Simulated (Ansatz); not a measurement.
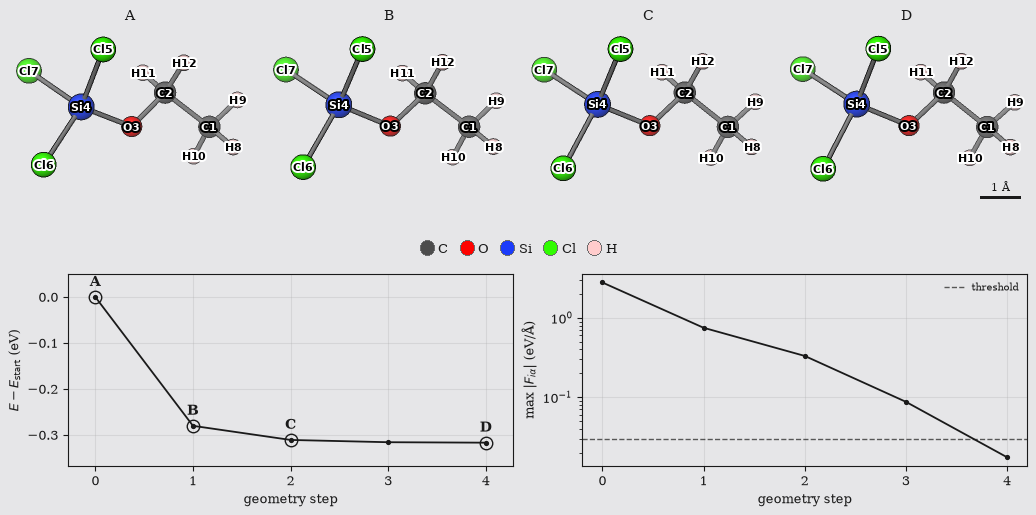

Frames of a relaxation of C₂H₅Cl₃OSi (coarse preliminary run), marked on the history of the run. The picture is a ball-and-stick view, seen at a tilt.

The start comes from a force field.

All numbers below come from Ansatz 0.2.0, RKS PBE-D4/def2-SVP. Set-up: force threshold 0.03 eV/Å; at most 200 steps.

### Describe the path.

The largest move after the best rigid fit is that of Cl6, 0.13 Å. By element the largest moves are Cl 0.13 Å, Si 0.08 Å, H 0.06 Å, C 0.05 Å, O 0.03 Å. Among the contacts that change: Si4–Cl6 1.973 → 2.046 Å, C1–H9 1.175 → 1.108 Å, C1–H8 1.056 → 1.108 Å, O3–Si4 1.600 → 1.646 Å. Bond angles that change, for instance: O3–Si4–Cl6 113.8° → 106.9°, C2–C1–H8 115.8° → 110.7°, C1–C2–H12 107.2° → 111.0°. Over 4 geometry steps the energy falls by 0.317 eV. Largest force component: 2.8 eV/Å at the start, 0.018 eV/Å at the end. From step 0 to 1: Cl7 moves most (0.07 Å), energy −0.280 eV. From step 1 to 2: Cl6 moves most (0.05 Å), energy −0.031 eV. From step 2 to 4: Cl atoms move most (0.03 Å), energy −0.006 eV.
